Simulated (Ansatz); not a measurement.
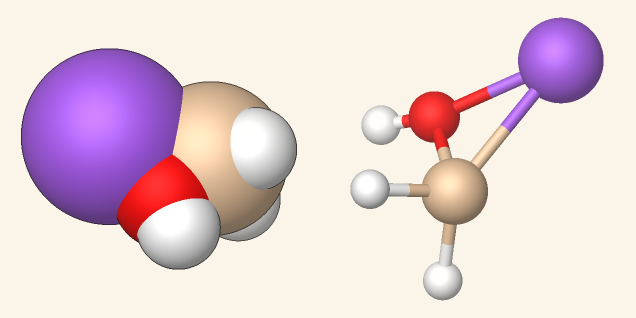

Both panels show the same species. Colours: oxygen red, silicon light orange, sodium purple, hydrogen white.

The geometry was computed by an optimisation with PBE0-D4/def2-TZVP. No frequency run is at hand to confirm it as a minimum.

Identify the structure.

Formula H₃NaOSi. This geometry has Cs symmetry. Coordination, clear cases only: 1 O T-shaped.

The parts below concern this one geometry. Atoms keep their numbers from picture to picture.

**Charges**

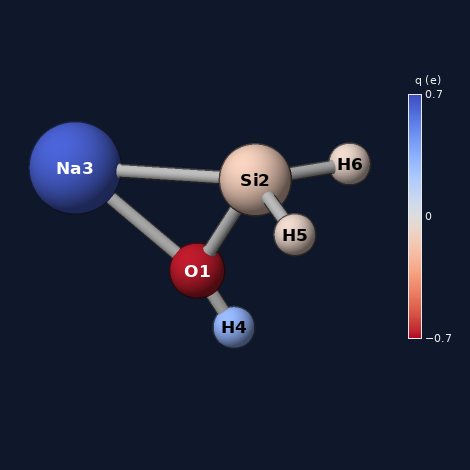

Atoms are coloured by their Mulliken charges. No frequency run is at hand to confirm it as a minimum. Level of theory: RKS PBE0-D4/def2-TZVP (Ansatz 0.2.0).

Give the Mulliken charges atom by atom.

| atom | value (e) |
| --- | --- |
| O1 | −0.67 |
| Si2 | −0.13 |
| Na3 | 0.63 |
| H4 | 0.31 |
| H5 | −0.08 |
| H6 | −0.08 |

**Electronic properties**

No frequency run is at hand to confirm it as a minimum. Level of theory: RKS PBE0-D4/def2-TZVPP (Ansatz 0.2.0).

Predict the main results.

- HOMO energy (Kohn–Sham orbital): −4.73 eV
- LUMO energy (Kohn–Sham orbital): −1.40 eV
- HOMO–LUMO gap: 3.33 eV

**Dipole moment**

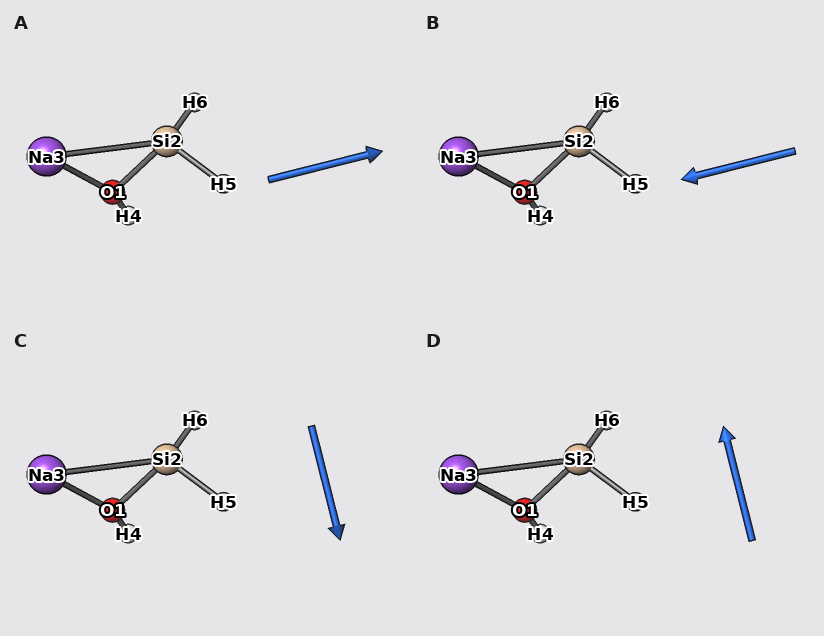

The same molecule four times, each with an arrow. No frequency run is at hand to confirm it as a minimum. Properties computed with RKS PBE0-D4/def2-TZVP (Ansatz 0.2.0).

> Which arrow points along the dipole moment, from the negative to the positive end?

B. The dipole moment is 6.72 D; it points from the side of H5, H6 to the side of Na3 (the outermost atoms at the two ends).

Mulliken values depend strongly on the basis set and can even reverse the polarity of a bond.
